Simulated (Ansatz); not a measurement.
Molecule (SMILES): F[C]Cl (closed-shell singlet).
Atoms: F1, C2, Cl3. Bonds: F1-C2, C2-Cl3.

Basis-set convergence of the highest harmonic wavenumber at HF with Ansatz (a quantum-chemistry and plane-wave program). Each level at its own minimum, finite differences of forces, unscaled; the reference is a large set that could be run, not a limit. Cartesian d functions, on some or all atoms, in 6-31G**; all else is spherical. The program fits the integrals of some runs and decomposes those of others, by size. A restricted Hartree-Fock determinant is unstable towards unrestricted orbitals. No added dispersion term, no relativity. Reference: the value in aug-pcseg-2, 1337 cm⁻¹, itself unsure by roughly 4 cm⁻¹ (its mean distance from aug-cc-pV(T+d)Z, def2-TZVPPD). Deviations are taken from unrounded values. Cost is core time over that of 6-31G**, rough, on shared machines of one kind; a dash marks a row that isn't timed (too short, read off another run, short of memory, by another algorithm or on other hardware).

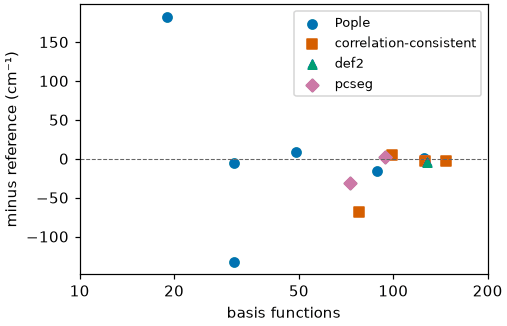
Figure. Deviation from the reference against the number of basis functions, by family of sets.

```csv
basis,functions,highest harmonic wavenumber (cm⁻¹),minus reference (cm⁻¹),cost
STO-3G,19,1520,183,-
3-21G,31,1332,-5,-
6-31G,31,1205,-132,0.8×
6-31G**,49,1346,9,1×
aug-pcseg-1,73,1306,-32,2×
aug-cc-pV(D+d)Z,78,1268,-69,2×
"6-311++G(2d,2p)",89,1322,-15,3×
pcseg-2,94,1339,2,2×
cc-pV(T+d)Z,99,1342,4,3×
"6-311++G(3df,3pd)",125,1338,0,4×
jun-cc-pV(T+d)Z,126,1335,-3,4×
def2-TZVPPD,128,1333,-4,4×
aug-cc-pV(T+d)Z,147,1334,-3,6×
```
